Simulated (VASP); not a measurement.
Band structure of BP (space group F-43m). These are modified Becke-Johnson potential (mBJ), VASP's PBE PAW potentials (set 64) (plane waves; VASP) values and carry that method's errors.

mBJ is a potential without an energy functional, so only the levels count.

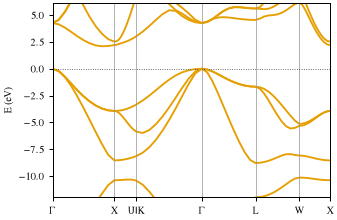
Figure. Bands along high-symmetry lines, zero at the valence-band maximum or, without a gap, the Fermi level

**Question.** Read the plot: is there a gap, and where are the band edges?

**Answer.** The gap is indirect, 2.09 eV, from the valence maximum at Γ to the conduction minimum at Γ-X at 0.80.

The structure comes from a computed database's BP entry (F-43m); how it stands against other phases isn't given here. It was relaxed first. The cell's shape comes from a PBE relaxation.
